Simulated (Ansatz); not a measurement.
```yaml
crystal:
  periodic: [false, false, false]
  atoms:
    - {symbol: N, position_ang: [-0.451572, 0.758715, -0.381596]}
    - {symbol: Zn, position_ang: [1.030380, -1.106192, 0.494406]}
    - {symbol: Cl, position_ang: [2.385504, -2.555107, 1.161700]}
    - {symbol: H, position_ang: [-1.081108, 0.504447, -1.130786]}
    - {symbol: H, position_ang: [-1.122076, 1.385449, 0.491855]}
basis:
  gaussian: {orbitals: def2-TZVPP}
hamiltonian: {xc: pbe0, dispersion: d4}
```

Geometry: moved along internal coordinates away from the minimum.

What structure does this define?

The species is ClH2NZn. Judged by distances it falls into 2 fragments: NH2, ZnCl. Coordination: 1 N bent.

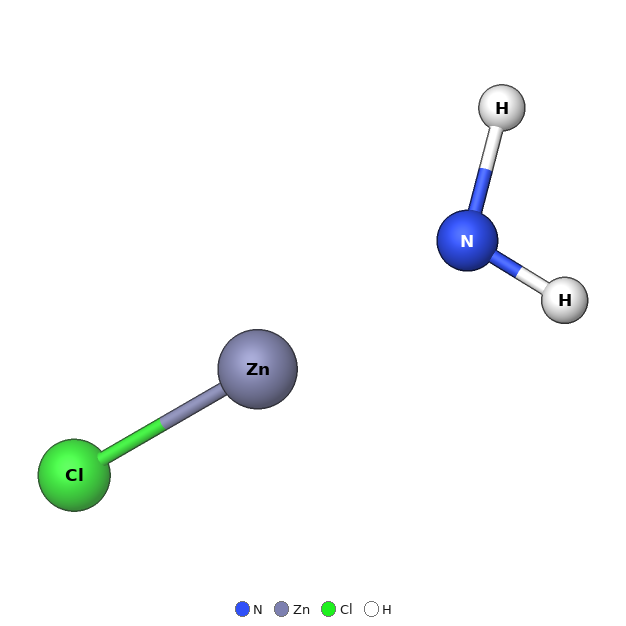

(Drawn from a calculation with Ansatz.)
